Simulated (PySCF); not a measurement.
**B4H12Si: density, localisation and related maps**

Input

```
{"job": {"kind": "nmr", "xc": "PBE0", "basis": "pcSseg-1", "solvent": "tetrahydrofuran", "pop": false}, "charge": 0, "multiplicity": 1}
B      0.195414     1.276997     0.927074
B     -0.962646    -0.690802     0.356774
B     -1.510199    -0.060790    -1.209963
B      0.084542     0.394378    -0.560442
H      1.263578     1.484654     1.453668
H     -0.412611    -1.774420     0.330707
H     -1.429951    -0.797660    -2.162626
Si     1.739613    -0.631560     0.245887
H      2.914696     0.267036     0.055096
H      1.897922    -1.846957    -0.603644
H      1.645683    -1.037177     1.676703
H     -1.282365    -0.380814     1.484094
H      0.097926     1.669719    -0.395841
H     -2.142150    -0.756199    -0.277836
H      0.877940     0.173848    -1.449981
H     -0.784263     1.773598     1.411480
H     -2.193129     0.936149    -1.281150
```

Run with:

```sh
OMP_NUM_THREADS=1 python ens_run.py task.json out
```

Geometry: PBE0-D3(BJ)/def2-SVP.

Method: PySCF, PBE0/pcSseg-1, SCF density, in a tetrahydrofuran solvent model, non-relativistic.

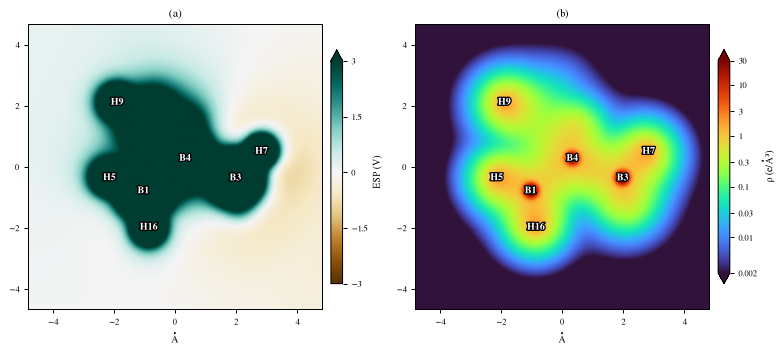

Figure 1. (a) electrostatic potential; (b) total electron density on the plane of atoms H5, B1 and H16.

Read the bonding off the picture.

Answer.
- The plane passes through B and H nuclei.
- B–B (1.73 Å): ρ at the midpoint is about 0.8 e/Å³.
- B–H (1.20 Å): ρ is about 1.3 e/Å³ halfway.
- B–B (1.78 Å): ρ is about 0.79 e/Å³ halfway.
- Outside the dense part of the molecule the potential is most negative (−0.8 V) near H7.

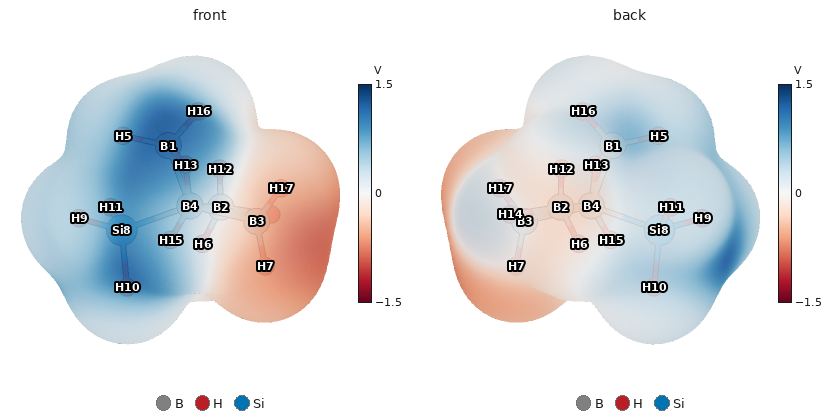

Figure 2. The electrostatic potential painted on the density surface at 0.001 e/bohr³, seen from the front and from behind; red is negative and blue positive.

Describe the electrostatic potential map.

Answer. The most negative region (about −0.9 V) lies over H7, the most positive (about +1.2 V) over B1, Si8 and H13.
